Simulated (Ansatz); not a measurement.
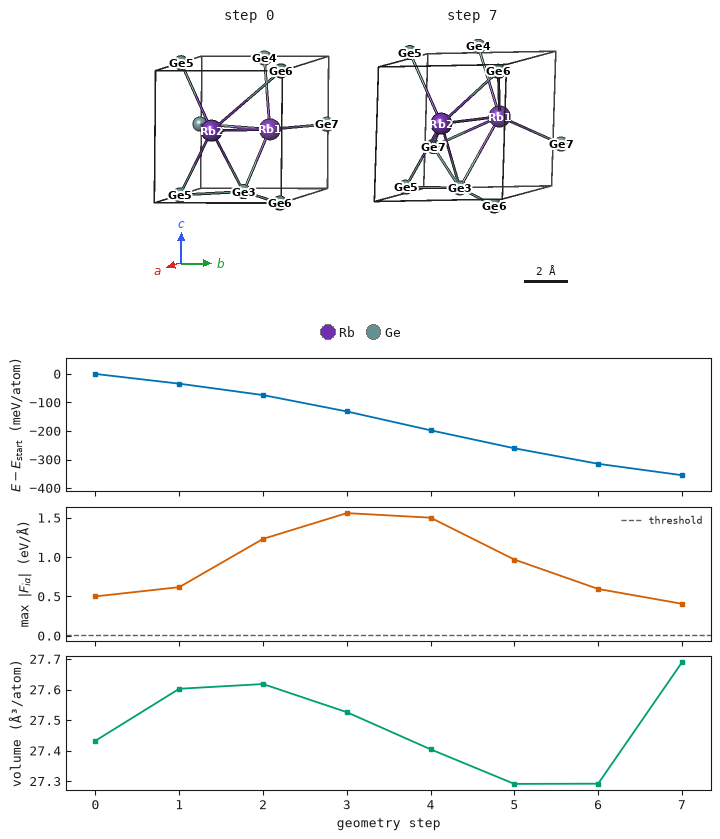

First and last geometry of a relaxation of solid Rb₂Ge₅ (a generated structure, set up in P1) (coarse preliminary run), with the history of the run. The picture is a ball-and-stick view of the cell of the calculation, reduced to other axes, seen slightly off an axis. Lengths and directions refer to the drawn axes.

All numbers below come from DFT PBE, scalar-relativistic, plane waves, PAW (Ansatz). Settings: plane-wave cutoff 420 eV; k-point mesh 6 × 6 × 4; occupations gaussian; smearing width 0.1 eV; no spin polarisation; cell and atoms relaxed; force threshold 0.015 eV/Å; at most 120 steps.

> Read the history and describe the run.

The run was cut off at its time limit before the relaxation converged, so the last structure is only a point on the way. The energy falls by 355 meV per atom in 7 geometry steps. The largest force component goes from 0.5 to 0.41 eV/Å. Pressure: 0.41 GPa at the start and 1.11 GPa at the end. The atom that moves furthest relative to the cell is Ge7 (1.18 Å roughly along [0 1 −2]). Largest moves by element: Ge 1.18 Å, Rb 0.60 Å. The volume changes by +0.9 %, with a 5.949 → 5.963 Å (+0.2 %), b 5.949 → 6.020 Å (+1.2 %), c 6.183 → 6.309 Å (+2.0 %), α 90.3° → 88.2°, β 91.4° → 90.4°, γ 118.6° → 121.1°. Among the contacts that change: Ge4–Ge7 4.341 → 2.613 Å, Ge3–Ge7 4.150 → 2.822 Å, Rb1–Ge6 4.660 → 3.854 Å, Rb2–Ge6 4.560 → 3.766 Å. Bond angles that change, for instance: Rb1–Ge7–Rb2 177.7° → 132.7°, Rb1–Ge7–Rb2 174.0° → 133.7°, Rb1–Ge7–Rb2 172.4° → 132.8°. The space group stays P1 (No. 1).
